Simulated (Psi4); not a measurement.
# CH3BCl (SMILES C[B]Cl): a chain of runs

Wanted: a geometry optimisation (UB3LYP/def2-SVP), then vibrational wavenumbers, then a single-point energy (USCS-MP2/aug-cc-pVDZ), then the vertical excitations (TDA-B3LYP/def2-SVP) of CH3BCl. 

The calculation is run with Psi4 1.11.

## (1) The structure to begin with

CH3BCl has 6 atoms, charge 0, and is taken as a doublet. As SMILES, `C[B]Cl`. All atoms were displaced at random from a relaxed shape. The run starts from this shape.

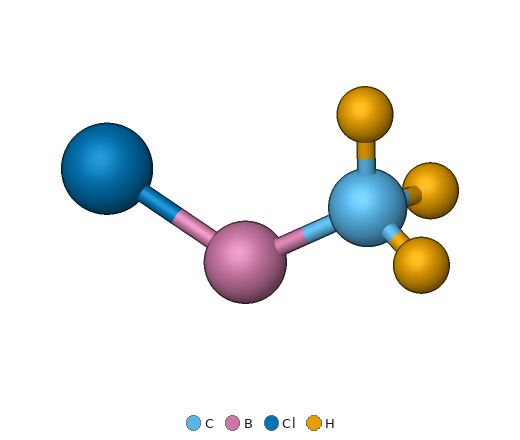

The structure, seen from a chosen angle (carbon blue, boron pink, chlorine blue, hydrogen amber).

## (2) A geometry optimisation at UB3LYP/def2-SVP (density fitting) (run 1)

File calc.dat:

```
memory 1600 MB

molecule molecule1 {
  0 2
  C     -0.59515413     0.52825404    -0.64378434
  B      0.22065954    -2.02685788     0.41993116
  Cl     2.85097311    -2.48939103     2.57384100
  H     -2.08525420     1.21823651     0.69050026
  H      0.70374535     2.05393199    -0.54992164
  H     -1.52329311     0.52804050    -2.28775347
  units au
  symmetry c1
}

set {
  basis def2-SVP
  reference uks
  geom_maxiter 60
}

e_tot, wfn = optimize("b3lyp", return_wfn=True)
```

Launch:

```
$ psi4 calc.dat calc.out -n 1
```

calc.out:

```text
[...]
  Running in c1 symmetry.
[...]
  Nuclear repulsion =   74.867788688299200
[...]
  Multiplicity = 2
[...]
  Nalpha       = 16
  Nbeta        = 15
[...]
    Number of basis functions: 61
[...]
   @DF-UKS iter   1:  -524.49075035318390   -1.44096e-01   1.12617e-02 DIIS/ADIIS
[...]
   @DF-UKS iter   7:  -524.75576923215135   -9.43601e-12   7.35314e-09 DIIS
[...]
   @S^2 Observed:                7.517001973E-01
[...]
  @DF-UKS Final Energy:  -524.75576923215135
   => Energetics <=
    Nuclear Repulsion Energy =             75.3489550548162299
    One-Electron Energy =                -870.4793405136499587
    Two-Electron Energy =                 301.6707129066759876
    DFT Exchange-Correlation Energy =     -31.2960966799935321
    Empirical Dispersion Energy =           0.0000000000000000
    VV10 Nonlocal Energy =                  0.0000000000000000
    Total Energy =                       -524.7557692321513514
[...]
  -Total Gradient:
     Atom            X                  Y                   Z
    ------   -----------------  -----------------  -----------------
       1       -0.000029257091     0.000056588143    -0.000041964398
       2        0.000016858084    -0.000000591982    -0.000003926609
       3        0.000002531359     0.000008207322     0.000012846401
       4        0.000007679683    -0.000023631094     0.000020957596
       5       -0.000009993863    -0.000011735813    -0.000016764621
       6        0.000011145818    -0.000015279070     0.000022776563
[...]
```

The script printed:

```text
Optimizer: Optimization complete!
```

Run time: 31 s. Hardware: 1 thread of Intel Xeon Platinum 8488C (Sapphire Rapids), shared host; peak memory 0.46 GiB.

Step by step:

| step | energy from the first frame kept (eV) | largest force (eV/Å) |
| --- | --- | --- |
| 0 | 0.0000 | 4.5872 |
| 1 | -0.3338 | 0.7470 |
| 2 | -0.3524 | 0.2065 |
| 3 | -0.3538 | 0.0278 |
| 4 | -0.3539 | 0.0101 |
| 5 | -0.3539 | 0.0039 |

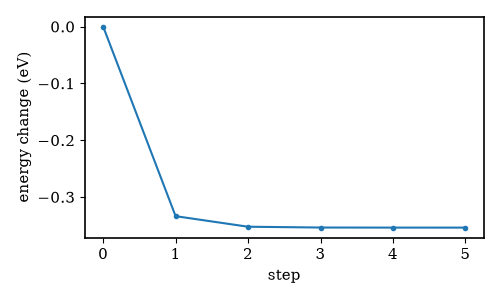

Energy along the run.

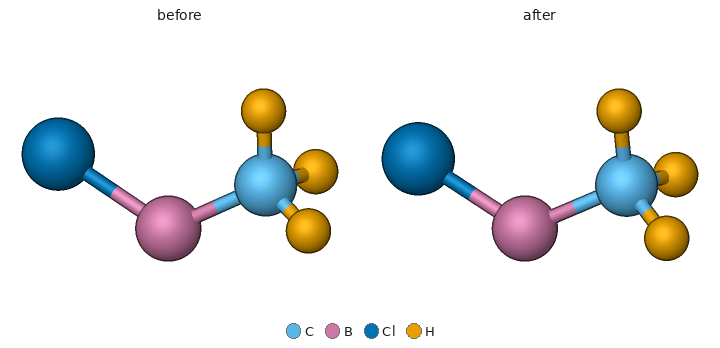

Before and after, at one scale.

After the run. Bond lengths: C1–B2 1.554 Å, B2–Cl3 1.744 Å, C1–H4 1.108 Å, C1–H5 1.104 Å, C1–H6 1.101 Å. Angles: C1–B2–Cl3 126.4°, B2–C1–H4 106.4°, B2–C1–H5 113.7°, B2–C1–H6 112.7°, H4–C1–H5 107.4°, H4–C1–H6 106.3°, H5–C1–H6 109.8°.

## (3) Vibrational wavenumbers at UB3LYP/def2-SVP (density fitting) (run 2)

File calc.in:

```
memory 1600 MB

molecule molecule1 {
  0 2
  C     -0.333105     0.307587    -0.287164
  B      0.168686    -1.065107     0.240041
  Cl     1.497070    -1.327990     1.338977
  H     -1.130500     0.638173     0.407898
  H      0.445003     1.091166    -0.294722
  H     -0.800062     0.236102    -1.281795
}

set basis def2-SVP
set reference uks
set t 400.0
set rotational_symmetry_number 1

energy_value, wavefunction = frequencies("b3lyp", return_wfn=True)
```

Launch:

```
$ psi4 -n 1 calc.in calc.out
```

calc.out:

```text
[...]
  Running in c1 symmetry.
[...]
  Nuclear repulsion =   75.348958203941635
[...]
  Multiplicity = 2
[...]
  Nalpha       = 16
  Nbeta        = 15
[...]
    Number of basis functions: 61
[...]
   @DF-UKS iter   1:  -524.51301886878207   -1.53319e-01   1.09058e-02 ADIIS/DIIS
[...]
   @DF-UKS iter  12:  -524.75576737310007   -4.20641e-12   7.75306e-09 DIIS
[...]
   @S^2 Observed:                7.516999565E-01
[...]
  @DF-UKS Final Energy:  -524.75576737310007
   => Energetics <=
    Nuclear Repulsion Energy =             75.3437556998195674
    One-Electron Energy =                -870.4695526572404560
    Two-Electron Energy =                 301.6656691118578237
    DFT Exchange-Correlation Energy =     -31.2956395275370340
    Empirical Dispersion Energy =           0.0000000000000000
    VV10 Nonlocal Energy =                  0.0000000000000000
    Total Energy =                       -524.7557673731000705
[...]
  -Total Gradient:
     Atom            X                  Y                   Z
    ------   -----------------  -----------------  -----------------
       1        0.000349586909     0.000127077145     0.000731045917
       2        0.000040531381     0.000022942798     0.000024536416
       3        0.000002419204     0.000002946710     0.000007871679
       4        0.000079570197     0.000024922105     0.000079185198
       5       -0.000017004642    -0.000018467437     0.000120873514
       6       -0.000456278751    -0.000145811207    -0.000969382643
[...]
  ==> Harmonic Vibrational Analysis <==
[...]
  Freq [cm^-1]                 79.2871             305.0629            664.8451
[...]
  IR activ [km/mol]             2.4491              0.8670             12.9795
[...]
  Freq [cm^-1]                 720.9001            928.5309           1082.9932
[...]
  Freq [cm^-1]                1305.4594           1400.2641           1427.6820
[...]
```

The script printed:

```text
Warning: used thermodynamics relations inappropriate for low-frequency modes: ['79.2871' '305.0629']
```

It took 2.8 min on 1 thread of Intel Xeon Platinum 8488C (Sapphire Rapids), shared host; peak memory 0.45 GiB.

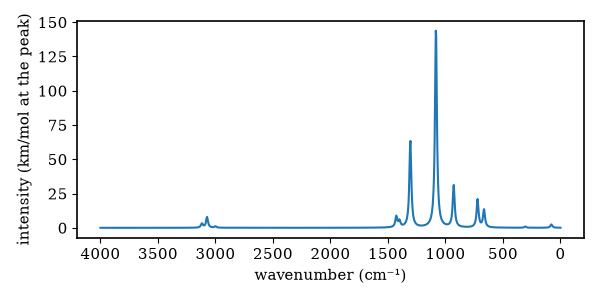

Harmonic infrared spectrum, unscaled, lines broadened by 10 cm⁻¹.

## (4) The energy at USCS-MP2/aug-cc-pVDZ (density fitting) (run 3)

File ch3bcl.xyz:

```xyz
6
CH3BCl
C     -0.333105     0.307587    -0.287164
B      0.168686    -1.065107     0.240041
Cl     1.497070    -1.327990     1.338977
H     -1.130500     0.638173     0.407898
H      0.445003     1.091166    -0.294722
H     -0.800062     0.236102    -1.281795
```

File job.py:

```python
import psi4

psi4.set_memory('1600 MB')
psi4.set_num_threads(1)
psi4.set_output_file('output.dat', False)

with open('ch3bcl.xyz') as f:
    atoms = ''.join(f.readlines()[2:])
m = psi4.geometry('0 2\n' + atoms + 'symmetry c1')

psi4.set_options({
    'basis': 'aug-cc-pVDZ',
    'reference': 'uhf',
    'freeze_core': True,
})

E, wfn = psi4.energy('scs-mp2', molecule=m, return_wfn=True)
print(f'scs-mp2 energy: {E:.10f} Eh')
for k, v in sorted(psi4.core.scalar_variables().items()):
    print(f'{k:45s} {v:18.10f}')
```

Launch:

```
$ python job.py
```

output.dat:

```text
[...]
  Running in c1 symmetry.
[...]
  Nuclear repulsion =   75.348958203941635
[...]
  Multiplicity = 2
[...]
  Nalpha       = 16
  Nbeta        = 15
[...]
    Number of basis functions: 100
[...]
   @UHF iter   1:  -523.69555012086664   -5.79742e-01   3.97689e-03 ADIIS/DIIS
[...]
   @UHF iter  15:  -523.79787335900266   -1.75078e-11   7.46093e-09 DIIS
[...]
   @S^2 Observed:                7.542762511E-01
[...]
  @UHF Final Energy:  -523.79787335900266
   => Energetics <=
    Nuclear Repulsion Energy =             75.3489582039416348
    One-Electron Energy =                -870.4067143102038244
    Two-Electron Energy =                 271.2598827472595531
    Total Energy =                       -523.7978733590026650
  UHF NO Occupations:
  HONO-2 :   14  A 1.9996526
  HONO-1 :   15  A 1.9987304
[...]
 Multipole Moments:
 ------------------------------------------------------------------------------------
     Multipole            Electronic (a.u.)      Nuclear  (a.u.)        Total (a.u.)
 ------------------------------------------------------------------------------------
 L = 1.  Multiply by 2.5417464519 to convert [e a0] to [Debye]
 Dipole X            :          3.3663767           -3.6773000           -0.3109233
 Dipole Y            :         -4.4412491            4.8857082            0.4444591
 Dipole Z            :          2.9706975           -3.2436262           -0.2729286
 Magnitude           :                                                    0.6072127
[...]
	SCS-MP2 Total Energy (a.u.)        :  -524.15065759573611
	SOS-MP2 Total Energy (a.u.)        :  -524.12114421250158
	SCSN-MP2 Total Energy (a.u.)       :  -523.95370402248159
[...]
	SOS-PI-MP2 Total Energy (a.u.)     :  -524.17502268808482
[...]
	MP2 Total Energy (a.u.)            :  -524.15580588662237
[...]
```

The script printed:

```text
scs-mp2 energy: -524.1506575957 Eh
CURRENT CORRELATION ENERGY                         -0.3527842367
CURRENT ENERGY                                   -524.1506575957
CURRENT REFERENCE ENERGY                         -523.7978733590
DD SOLVATION ENERGY                                 0.0000000000
HF KINETIC ENERGY                                 523.7566171471
HF POTENTIAL ENERGY                             -1047.5544905061
HF TOTAL ENERGY                                  -523.7978733590
HF VIRIAL RATIO                                     2.0000787698
MP2 CORRELATION ENERGY                             -0.3579325276
MP2 DOUBLES ENERGY                                 -0.3579325276
MP2 OPPOSITE-SPIN CORRELATION ENERGY               -0.2693923779
MP2 SAME-SPIN CORRELATION ENERGY                   -0.0885401497
MP2 SINGLES ENERGY                                  0.0000000000
MP2 TOTAL ENERGY                                 -524.1558058866
NUCLEAR REPULSION ENERGY                           75.3489582039
ONE-ELECTRON ENERGY                              -870.4067143102
PCM POLARIZATION ENERGY                             0.0000000000
PE ENERGY                                           0.0000000000
SCF ITERATION ENERGY                             -523.7978733590
SCF ITERATIONS                                     15.0000000000
SCF TOTAL ENERGY                                 -523.7978733590
SCS(N)-MP2 CORRELATION ENERGY                      -0.1558306635
SCS(N)-MP2 TOTAL ENERGY                          -523.9537040225
SCS-MP2 CORRELATION ENERGY                         -0.3527842367
SCS-MP2 TOTAL ENERGY                             -524.1506575957
SCS-MP2-VDW CORRELATION ENERGY                     -0.3890923186
SCS-MP2-VDW TOTAL ENERGY                         -524.1869656776
SOS-MP2 CORRELATION ENERGY                         -0.3232708535
SOS-MP2 TOTAL ENERGY                             -524.1211442125
SOS-PI-MP2 CORRELATION ENERGY                      -0.3771493291
SOS-PI-MP2 TOTAL ENERGY                          -524.1750226881
TWO-ELECTRON ENERGY                               271.2598827473
```

It took 10 s on 1 thread of Intel Xeon Platinum 8488C (Sapphire Rapids), shared host; peak memory 0.62 GiB.

## (5) The excited states at TDA-B3LYP/def2-SVP (density fitting, save jk yes) (run 4)

File calc.in:

```
memory 1.6 GB

molecule {
  0 2
  C     -0.62947722     0.58125519    -0.54266131
  B      0.31877034    -2.01276052     0.45361175
  Cl     2.82905229    -2.50953740     2.53029982
  H     -2.13633538     1.20597219     0.77081551
  H      0.84093379     2.06200490    -0.55694386
  H     -1.51189806     0.44616812    -2.42224150
  units bohr
}

set {
  basis     def2-SVP
  reference uks
  save_jk   true
}

from psi4.driver.procrouting.response.scf_response import tdscf_excitations
result, w = energy("b3lyp", return_wfn=True)
states = tdscf_excitations(w, states=4, tda=True)
print_variables()
```

Launch:

```
$ psi4 -n 1 calc.in calc.out
```

calc.out:

```text
[...]
  Running in c1 symmetry.
[...]
  Nuclear repulsion =   75.348958214391899
[...]
  Multiplicity = 2
[...]
  Nalpha       = 16
  Nbeta        = 15
[...]
    Number of basis functions: 61
[...]
   @DF-UKS iter   1:  -524.51301886780186   -1.53319e-01   1.09058e-02 DIIS/ADIIS
[...]
   @DF-UKS iter   9:  -524.75576923011681   -8.37167e-09   3.08013e-07 DIIS
[...]
   @S^2 Observed:                7.516998247E-01
[...]
  @DF-UKS Final Energy:  -524.75576923011681
   => Energetics <=
    Nuclear Repulsion Energy =             75.3489582143918994
    One-Electron Energy =                -870.4793803712364024
    Two-Electron Energy =                 301.6707508805718589
    DFT Exchange-Correlation Energy =     -31.2960979538441464
    Empirical Dispersion Energy =           0.0000000000000000
    VV10 Nonlocal Energy =                  0.0000000000000000
    Total Energy =                       -524.7557692301168117
[...]
 Multipole Moments:
 ------------------------------------------------------------------------------------
     Multipole            Electronic (a.u.)      Nuclear  (a.u.)        Total (a.u.)
 ------------------------------------------------------------------------------------
 L = 1.  Multiply by 2.5417464519 to convert [e a0] to [Debye]
 Dipole X            :          3.5501752           -3.6773000           -0.1271248
 Dipole Y            :         -4.3923743            4.8857082            0.4933338
 Dipole Z            :          3.1372880           -3.2436262           -0.1063382
 Magnitude           :                                                    0.5204294
[...]
                                    Excitation Energy         Total Energy        Oscillator Strength             Rotatory Strength
[...]
Excited State    1 (1 A):   0.07660 au   594.86 nm f = 0.0079
[...]
```

Wall time 15 s (1 thread of Intel Xeon Platinum 8488C (Sapphire Rapids), shared host); peak memory 0.42 GiB.

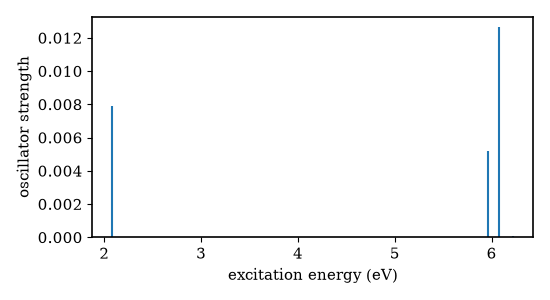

Vertical excitations as sticks.

The roots found:

| excited state | energy (eV) | strength | label |
| --- | --- | --- | --- |
| 1 | 2.084 | 0.0079 | A 1 |
| 2 | 5.959 | 0.0052 | A 1 |
| 3 | 6.078 | 0.0126 | A 1 |
| 4 | 6.225 | 0.0001 | A 1 |

## (6) What came out

| quantity | value |
| --- | --- |
| run 1, UB3LYP/def2-SVP: total energy at the end | -524.75577 Eh |
| run 1, UB3LYP/def2-SVP: dipole moment | 1.32 D |
| run 1, UB3LYP/def2-SVP: HOMO energy (highest over α and β) | -5.27 eV |
| run 1, UB3LYP/def2-SVP: LUMO energy (lowest over α and β) | -1.51 eV |
| run 1, UB3LYP/def2-SVP: ⟨S²⟩ | 0.752 |
| run 2, UB3LYP/def2-SVP: lowest harmonic wavenumber | 79 cm⁻¹ |
| run 2, UB3LYP/def2-SVP: highest harmonic wavenumber | 3118 cm⁻¹ |
| run 2, UB3LYP/def2-SVP: zero-point energy | 102.3 kJ/mol |
| run 2, UB3LYP/def2-SVP: ideal-gas entropy at 400 K (symmetry number 1 as used) | 73.2 cal/(mol K) |
| run 3, USCS-MP2/aug-cc-pVDZ: total energy | -524.15066 Eh |
| run 3, USCS-MP2/aug-cc-pVDZ: HOMO energy (Hartree–Fock orbitals) (highest over α and β) | -9.12 eV |
| run 3, USCS-MP2/aug-cc-pVDZ: LUMO energy (Hartree–Fock orbitals) (lowest over α and β) | 0.80 eV |
| run 3, USCS-MP2/aug-cc-pVDZ: correlation energy (7 core orbitals frozen) | -352.8 mEh |
| run 3, USCS-MP2/aug-cc-pVDZ: ⟨S²⟩ of the reference determinant | 0.754 |
| run 4, TDA-B3LYP/def2-SVP: ground-state or mean-field energy | -524.75577 Eh |
| run 4, TDA-B3LYP/def2-SVP: dipole moment (B3LYP Kohn–Sham density) | 1.32 D |
| run 4, TDA-B3LYP/def2-SVP: HOMO energy (B3LYP Kohn–Sham orbitals) (highest over α and β) | -5.27 eV |
| run 4, TDA-B3LYP/def2-SVP: LUMO energy (B3LYP Kohn–Sham orbitals) (lowest over α and β) | -1.51 eV |
| run 4, TDA-B3LYP/def2-SVP: ⟨S²⟩ of the reference determinant | 0.752 |
| run 4, TDA-B3LYP/def2-SVP: lowest excitation energy | 2.08 eV |

**Reading.** The optimisation (run 1, UB3LYP/def2-SVP) took 6 steps and changed the energy by -0.354 eV. All 12 modes (run 2, UB3LYP/def2-SVP) are real, so the shape is a minimum at this level. The brightest of the 4 transitions from the ground state lies at 6.08 eV (204 nm, f = 0.013); the lowest, at 2.08 eV, has f = 0.008. Roots above 5.3 eV lie over the negative of the HOMO energy, where those of Rydberg kind are poorly described; valence roots are less touched.
